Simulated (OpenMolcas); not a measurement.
# C2HBF2 (SMILES C#CB(F)F) at 6 levels

Wanted: a comparison of 6 runs (B3LYP/6-31G*, B3LYP/def2-SVPD, PBE/def2-SVPD, SVWN5/def2-SVPD, TPSS/def2-SVPD, CCSD(T)/def2-SVPD) of C2HBF2. 

Program for the calculation: OpenMolcas 26.06.

1 further run of the same task is left out (set aside as unsound or not needed).

### Step 1. The molecule

The species is C2HBF2 (6 atoms), meant as a singlet with charge 0. SMILES: `C#CB(F)F`. Geometry: relaxed at PBE0-D4/def2-TZVP.

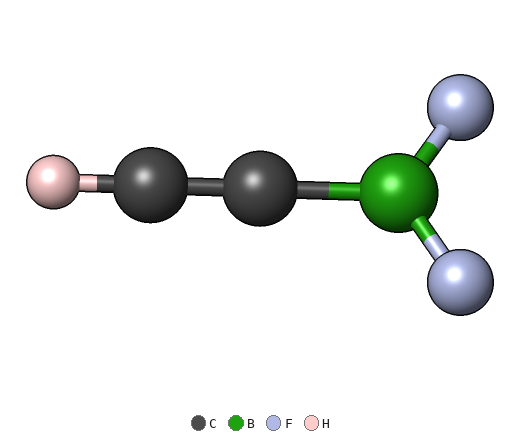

Viewed from a chosen angle; carbon dark grey, boron green, fluorine light blue, hydrogen pink.

### Step 2. Energy and gradient at B3LYP/6-31G(d) (spherical functions) (run 1)

Input file mol.inp:

```
&GATEWAY
 BasLib = $CurrDir
 BasisSet
 C.6-31Gs....
 C1 -0.883700 0.450800 1.253400 angstrom
 C2 -0.218600 0.106200 0.311700 angstrom
 End of Basis
 BasisSet
 B.6-31Gs....
 B3 0.622000 -0.329200 -0.878400 angstrom
 End of Basis
 BasisSet
 F.6-31Gs....
 F4 0.153600 -1.179500 -1.766600 angstrom
 F5 1.841700 0.131700 -1.054100 angstrom
 End of Basis
 BasisSet
 H.6-31Gs....
 H6 -1.473000 0.756000 2.087900 angstrom
 End of Basis

&SEWARD
 GridInput
 Grid=UltraFine
 End of Grid

&SCF
 KSDFT = B3LYP
 Thresholds = 1e-10 1e-07 1e-07 1e-05
 PrOrbitals = 1 1

&ALASKA
```

The basis set 6-31G* is read from a file made from the Basis Set Exchange's data (not shown).

Launch:

```console
export MOLCAS_MEM=1860
pymolcas mol.inp > mol.log
```

The log of the run:

```text
--- Start Module: gateway ---
[...]
--- Stop Module: gateway /rc=_RC_ALL_IS_WELL_ ---
[...]
      Basis functions           72
[...]
--- Start Module: scf ---
[...]
       Convergence after  14 Iterations
[...]
::    Total KS-DFT energy                            -301.4017019207
[...]
      Total spin, S                                     0.0000000000
[...]
      Total electronic charge=   36.000000
      Total            charge=   -0.000000
[...]
      Dipole Moment (debye):
      Origin of the operator (angstrom)=    0.4059   -0.2173   -0.5725
                   X= -9.8848E-01               Y=  5.1265E-01               Z=  1.4004E+00           Total=  1.7892E+00
      Quadrupole Moment (debye*angstrom):
[...]
--- Stop Module: scf /rc=_RC_ALL_IS_WELL_ ---
[...]
--- Start Module: alaska ---
[...]
 *              Molecular gradients               *
 **************************************************
  Irreducible representation: a
 ------------------------------------------------------------------------------------------
                              X                       Y                       Z
 ------------------------------------------------------------------------------------------
  C1                9.54488738498949E-03   -4.93833244394182E-03   -1.35201745981792E-02
  C2               -9.69924154630530E-03    5.01341790213439E-03    1.37262986044429E-02
  B3                3.76304602087085E-03   -1.85354046411612E-03   -5.20140287066262E-03
  F4                3.09386665568390E-03    5.08458528484823E-03    5.11550441904518E-03
  F5               -7.33024472424049E-03   -2.97830576546687E-03    7.63812082039017E-04
  H6                6.27686209091927E-04   -3.27824513505215E-04   -8.84037636734281E-04
 ------------------------------------------------------------------------------------------
[...]
```

Wall time 13 s (1 thread of Intel Xeon 6975P-C (Granite Rapids), shared host); peak memory 0.42 GiB.

### Step 3. Energy and gradient at B3LYP/def2-SVPD (run 2)

Input file mol.input:

```
&GATEWAY
BasLib=$CurrDir
Coord
6
angstrom
C       -0.883700       0.450800       1.253400
C       -0.218600       0.106200       0.311700
B        0.622000      -0.329200      -0.878400
F        0.153600      -1.179500      -1.766600
F        1.841700       0.131700      -1.054100
H       -1.473000       0.756000       2.087900
Basis=def2-SVPD
Group=NoSym
&SEWARD
GridInput
Grid=UltraFine
End of Grid
&SCF
KSDFT=B3LYP
Thresholds=1e-10 1e-07 1e-07 1e-05
PrOrbitals=1 1
&ALASKA
```

The basis set def2-SVPD is read from a file made from the Basis Set Exchange's data (not shown).

Launch:

```console
export MOLCAS_MEM=1860
pymolcas mol.input > mol.log
```

The log of the run:

```text
--- Start Module: gateway ---
[...]
--- Stop Module: gateway /rc=_RC_ALL_IS_WELL_ ---
[...]
      Basis functions          114
[...]
--- Start Module: scf ---
[...]
       Convergence after  15 Iterations
[...]
::    Total KS-DFT energy                            -301.2025150120
[...]
      Total spin, S                                     0.0000000000
[...]
      Total electronic charge=   36.000000
      Total            charge=   -0.000000
[...]
      Dipole Moment (debye):
      Origin of the operator (angstrom)=    0.4059   -0.2173   -0.5725
                   X= -1.1180E+00               Y=  5.7980E-01               Z=  1.5838E+00           Total=  2.0235E+00
      Quadrupole Moment (debye*angstrom):
[...]
--- Stop Module: scf /rc=_RC_ALL_IS_WELL_ ---
[...]
--- Start Module: alaska ---
[...]
 *              Molecular gradients               *
 **************************************************
  Irreducible representation: a
 ------------------------------------------------------------------------------------------
                              X                       Y                       Z
 ------------------------------------------------------------------------------------------
  C1                1.06465658788588E-02   -5.50894707411831E-03   -1.50805154426035E-02
  C2               -1.22963648788517E-02    6.35937887321436E-03    1.74056402564888E-02
  B3                4.15515767057362E-03   -2.06382415472434E-03   -5.76722316550282E-03
  F4                2.43939265790161E-03    5.57362598815736E-03    6.25507197669783E-03
  F5               -8.20960445657981E-03   -2.66619712890481E-03    1.80525921992025E-03
  H6                3.26485312802993E-03   -1.69403650363154E-03   -4.61823284508611E-03
 ------------------------------------------------------------------------------------------
[...]
```

It took 36 s on 1 thread of Intel Xeon 6975P-C (Granite Rapids), shared host; peak memory 0.68 GiB.

Runs 3 to 4 aren't shown in full; the table further down has their settings and results.

### Step 4. Energy and forces at TPSS/def2-SVPD (run 5)

Input file mol.input:

```
>>> EXPORT MOLCAS_PRINT=2

&GATEWAY
  BasLib = $CurrDir
  Coord
  6
  angstrom
  C       -0.883700       0.450800       1.253400
  C       -0.218600       0.106200       0.311700
  B        0.622000      -0.329200      -0.878400
  F        0.153600      -1.179500      -1.766600
  F        1.841700       0.131700      -1.054100
  H       -1.473000       0.756000       2.087900
  Basis = def2-SVPD
  Group = NoSym

&SEWARD
  GridInput
  Grid=UltraFine
  End of Grid

&SCF
  KSDFT = 2
  1.0 MGGA_X_TPSS
  1.0 MGGA_C_TPSS
  Thresholds = 1e-10 1e-07 1e-07 1e-05
  PrOrbitals = 1 1

&ALASKA
```

The basis set def2-SVPD is read from a file made from the Basis Set Exchange's data (not shown).

Launch:

```console
export MOLCAS_MEM=1860
pymolcas mol.input > mol.log
```

The log of the run:

```text
--- Start Module: gateway ---
[...]
--- Stop Module: gateway /rc=_RC_ALL_IS_WELL_ ---
[...]
      Basis functions          114
[...]
--- Start Module: scf ---
[...]
       Convergence after  16 Iterations
[...]
::    Total KS-DFT energy                            -301.2270484713
[...]
      Total spin, S                                     0.0000000000
[...]
      Total electronic charge=   36.000000
      Total            charge=   -0.000000
[...]
      Dipole Moment (debye):
      Origin of the operator (angstrom)=    0.4059   -0.2173   -0.5725
                   X= -1.0639E+00               Y=  5.5174E-01               Z=  1.5072E+00           Total=  1.9256E+00
      Quadrupole Moment (debye*angstrom):
[...]
--- Stop Module: scf /rc=_RC_ALL_IS_WELL_ ---
[...]
--- Start Module: alaska ---
[...]
 *              Molecular gradients               *
 **************************************************
  Irreducible representation: a
 ------------------------------------------------------------------------------------------
                              X                       Y                       Z
 ------------------------------------------------------------------------------------------
  C1                1.73808663556767E-02   -8.99879829865879E-03   -2.46151679210724E-02
  C2               -1.92229081518978E-02    9.94883590578155E-03    2.72129483477199E-02
  B3                8.28508382905402E-03   -4.20257613058905E-03   -1.16121893220043E-02
  F4                5.54700962459176E-03    1.10711912561143E-02    1.19435866064652E-02
  F5               -1.60824746768355E-02   -5.69624470035812E-03    2.86102509328723E-03
  H6                4.09242301935242E-03   -2.12240803233998E-03   -5.79020280434106E-03
 ------------------------------------------------------------------------------------------
[...]
```

It took 48 s on 1 thread of Intel Xeon 6975P-C (Granite Rapids), shared host; peak memory 0.68 GiB.

### Step 5. The energy at CCSD(T)/def2-SVPD (Cholesky decomposition) (run 6)

Input file mol.inp:

```
&GATEWAY
 BasLib
 $CurrDir
 Coord
 6
 bohr
 C     -1.66995098     0.85188854     2.36858272
 C     -0.41309413     0.20068891     0.58902763
 B      1.17540965    -0.62209784    -1.65993543
 F      0.29026193    -2.22893196    -3.33839017
 F      3.48030860     0.24887693    -1.99196031
 H     -2.78356658     1.42863295     3.94555918
 Basis
 def2-SVPD
 Group
 NoSym

&SEWARD
 High

&SCF
 Thresholds
 1e-10 1e-07 1e-07 1e-05
 PrOrbitals
 1 2

&CHCC
 Frozen
 5
 Threshold
 1e-08
 MaxIterations
 80

&CHT3
 Frozen
 5
```

The basis set def2-SVPD is read from a file made from the Basis Set Exchange's data (not shown).

Launch:

```console
export MOLCAS_MEM=1860
pymolcas mol.inp > mol.log
```

The log of the run:

```text
--- Start Module: gateway ---
[...]
--- Stop Module: gateway /rc=_RC_ALL_IS_WELL_ ---
[...]
      Basis functions          114
[...]
       Convergence after  14 Iterations
[...]
::    Total SCF energy                               -299.7283558076
[...]
      Total spin, S                                     0.0000000000
[...]
      Total electronic charge=   36.000000
      Total            charge=   -0.000000
[...]
      Dipole Moment (debye):
      Origin of the operator (angstrom)=    0.4059   -0.2173   -0.5725
                   X= -1.2424E+00               Y=  6.4430E-01               Z=  1.7600E+00           Total=  2.2486E+00
      Quadrupole Moment (debye*angstrom):
[...]
--- Start Module: chcc ---
[...]
--- Stop Module: chcc /rc=_RC_ALL_IS_WELL_ ---
[...]
--- Start Module: cht3 ---
[...]
--- Stop Module: cht3 /rc=_RC_ALL_IS_WELL_ ---
[...]
```

Run time: 12 min. Hardware: 1 thread of Intel Xeon 6975P-C (Granite Rapids), shared host; peak memory 0.28 GiB.

### Step 6. Overview of the runs

```tsv
run	level	integral approximation	task	energy (Eh)	dipole moment (D) of the reference	HOMO energy (eV)	LUMO energy (eV)	wall time
1	B3LYP/6-31G* (spherical functions)	none	gradient	-301.401702	1.79	-8.19	-1.19	13 s
2	B3LYP/def2-SVPD	none	gradient	-301.202515	2.02	-8.72	-1.81	36 s
3	PBE/def2-SVPD	none	gradient	-300.868807	1.91	-7.68	-2.55	38 s
4	SVWN5/def2-SVPD	none	gradient	-298.954296	1.97	-7.89	-2.83	25 s
5	TPSS/def2-SVPD	none	gradient	-301.227048	1.93	-7.67	-2.36	48 s
6	CCSD(T)/def2-SVPD (Cholesky decomposition)	CD high	energy	-300.485737	2.25	-11.84	2.03	12 min
```

### Step 7. Results

| quantity | value |
| --- | --- |
| run 6: total energy | -300.48574 Eh |
| run 6: dipole moment (mean-field density) | 2.25 D |
| run 6: HOMO energy (Hartree–Fock orbitals) | -11.84 eV |
| run 6: LUMO energy (Hartree–Fock orbitals) | 2.03 eV |
| run 6: HOMO–LUMO gap (Hartree–Fock orbitals) | 13.87 eV |
| run 6: correlation energy (5 core orbitals frozen) | -757.4 mEh |
| run 6: (T) correction | -24.22 mEh |

**Reading.** Over runs 1, 2, 3, 4, 5 the dipole moment (its size) runs from 1.79 D (B3LYP/6-31G*) to 2.02 D (B3LYP/def2-SVPD). Over runs 1, 2, 3, 4, 5 the HOMO–LUMO gap runs from 5.06 eV (SVWN5/def2-SVPD) to 7.00 eV (B3LYP/6-31G*). The two ends differ in method and basis. Totals of different functionals can't be ranked against each other. All runs together took 15 min, the longest 12 min.
